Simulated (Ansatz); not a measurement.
The calculation's input:

```
crystal:
  periodic: [false, false, false]
  atoms:
    - { symbol: "N", position_ang: [-0.4187, 0.9556, 0.1919] }
    - { symbol: B, position_ang: [-0.0101, -0.4426, 0.0203] }
    - { symbol: O, position_ang: [1.1424, -0.9089, 0.724] }
    - { symbol: F, position_ang: [-0.6677, -1.3356, -0.8345] }
    - { symbol: H, position_ang: [-0.4873, 1.4139, -0.7935] }
    - { symbol: H, position_ang: [-1.4528, 0.9853, 0.5236] }
    - { symbol: H, position_ang: [1.9554, -0.7357, 0.1225] }
basis:
  gaussian: { orbitals: def2-SVP }
hamiltonian:
  xc: pbe
  dispersion: d4
relax:
  f_tol: 0.015
  max_steps: 40
output:
  orbitals: {}
```

Launched as:

```sh
ansatz run input.yaml --threads 1 --pin off --max-ram 2048MiB --backend cpu --events-out ev --progress --plain --runs-dir out
```

The fields are those of the relaxed geometry.

These are results of Ansatz, RKS PBE-D4/def2-SVP, not measurements.

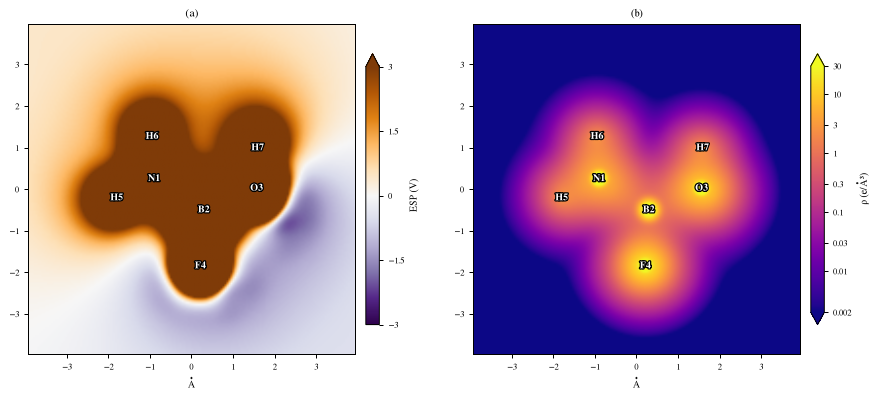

BFH$_{3}$NO. (a) electrostatic potential; (b) total electron density on the molecular plane.

Q: Interpret the plot.

A: The plane passes through N, B, O, F and H nuclei. B–F (1.35 Å): ρ at the midpoint is about 2 e/Å³. B–O (1.37 Å): ρ at the midpoint is about 2.1 e/Å³. B–N (1.42 Å): ρ is about 1.8 e/Å³ halfway. O–H (0.97 Å): the density is about 3.6 e/Å³ at the midpoint. N–H (1.02 Å): ρ at the midpoint is about 2.7 e/Å³. Outside the dense part of the molecule the potential is most negative (−2.1 V) near O3.
